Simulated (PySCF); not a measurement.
| atom | x (Å) | y (Å) | z (Å) |
| --- | --- | --- | --- |
| C | 1.9443 | 0.5501 | -0.7269 |
| C | 0.7362 | 0.1682 | 0.1276 |
| C | -0.2286 | 1.3193 | 0.2150 |
| C | -1.5056 | 1.2115 | 0.5465 |
| O | -2.1495 | 0.0556 | 0.8370 |
| Si | -1.5158 | -1.4332 | 0.5877 |
| C | 0.0590 | -1.0966 | -0.4185 |
| H | 1.6271 | 0.7917 | -1.7397 |
| H | 2.4542 | 1.4158 | -0.3086 |
| H | 2.6513 | -0.2756 | -0.7760 |
| H | 1.0936 | -0.0491 | 1.1446 |
| H | 0.1669 | 2.3026 | 0.0146 |
| H | -2.1628 | 2.0695 | 0.6107 |
| H | -2.5441 | -2.1514 | -0.1559 |
| H | -1.2067 | -2.0146 | 1.8944 |
| H | 0.7687 | -1.9225 | -0.3947 |
| H | -0.1953 | -0.9295 | -1.4676 |

Geometry: GFN2-xTB.

Level of theory: PBE0/pcSseg-1, SCF density, gas phase, non-relativistic (PySCF).

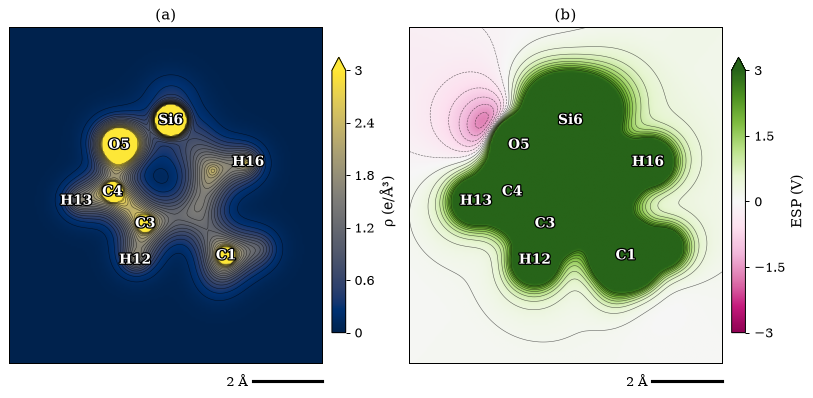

C5H10OSi (SMILES C[C@H]1C=CO[SiH2]C1). (a) electron density; (b) molecular electrostatic potential on the plane of atoms C4, O5 and Si6.

### Describe what can be read from this map.

The plane passes through C, O, Si and H nuclei.
C–C (1.32 Å): ρ is about 2.3 e/Å³ halfway.
C–O (1.35 Å): the density is about 2.3 e/Å³ at the midpoint, with its minimum of 1.9 e/Å³ about 0.5 Å from C.
Si–O (1.64 Å): ρ at the midpoint is about 1.1 e/Å³.
C–H (1.08 Å): ρ at the midpoint is about 2 e/Å³.
Outside the dense part of the molecule the potential is most negative (−1.7 V) near O5.
